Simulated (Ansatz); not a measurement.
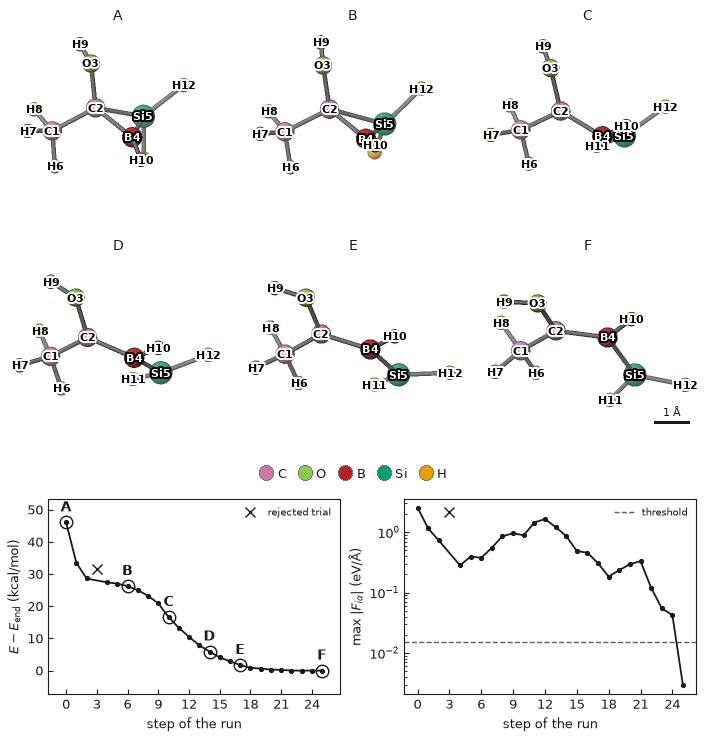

Frames of a relaxation of C2H7BOSi, marked on the history of the run. Style: ball-and-stick. Shown face on.

The run prepares an end point of a later path (torsion) calculation, from a guessed geometry.

Computed with RKS BLYP-D4/def2-SVP in Ansatz. Set-up: no spin polarisation; force threshold 0.015 eV/Å; at most 40 steps.

What happens along the run?

Answer. After 24 accepted moves (25 points after the start) the energy has fallen by 46.0 kcal/mol. Largest force component: 2.5 eV/Å at the start, 0.0029 eV/Å at the end. The line search rejected the trial step at point 3 of the run. The largest moves after the best rigid fit, 2.23 Å, are those of H10 and H12. By element the largest moves are H 2.23 Å, O 1.10 Å, Si 1.05 Å, B 1.00 Å, C 0.50 Å. Among the contacts that change: O3–Si5 2.699 → 4.185 Å, C2–Si5 1.794 → 2.939 Å, C1–Si5 2.776 → 3.410 Å, B4–Si5 2.065 → 1.892 Å. Bonds break, among them: C2–Si5 (1.79 → 2.94 Å). Bond angles that change, for instance: C2–B4–Si5 57.0° → 119.1°, Si5–B4–H10 153.2° → 120.1°, C2–B4–H10 148.8° → 120.9°. Cost: 45 s on 2 threads of Intel(R) Xeon(R) Platinum 8488C (Sapphire Rapids), with other jobs on the host, peak memory 0.17 GiB. From step 0 to 6: H10 moves most (0.47 Å), energy −19.8 kcal/mol. From step 6 to 10: H10 moves most (0.73 Å), energy −9.60 kcal/mol. From step 10 to 14: H9 moves most (0.74 Å), energy −10.7 kcal/mol. From step 14 to 17: H12 moves most (0.55 Å), energy −4.19 kcal/mol. From step 17 to 25: H9 moves most (0.58 Å), energy −1.73 kcal/mol.

```tsv
step	E − E(0), kcal/mol	largest force component, eV/Å	note
0	0.00	2.5496	
1	-12.54	1.1542	
2	-17.41	0.7292	
3	-14.37	2.1930	rejected
4	-18.62	0.2819	
5	-19.00	0.3954	
6	-19.79	0.3760	
7	-21.05	0.5545	
8	-22.77	0.8586	
9	-25.17	0.9581	
10	-29.39	0.8893	
11	-32.73	1.4468	
12	-35.55	1.6509	
13	-38.17	1.2200	
14	-40.12	0.8643	
15	-41.95	0.4876	
16	-43.15	0.4582	
17	-44.31	0.3054	
18	-45.17	0.1840	
19	-45.41	0.2350	
20	-45.70	0.2949	
21	-45.82	0.3315	
22	-46.02	0.1207	
23	-46.04	0.0549	
24	-46.04	0.0424	
25	-46.04	0.0029
```
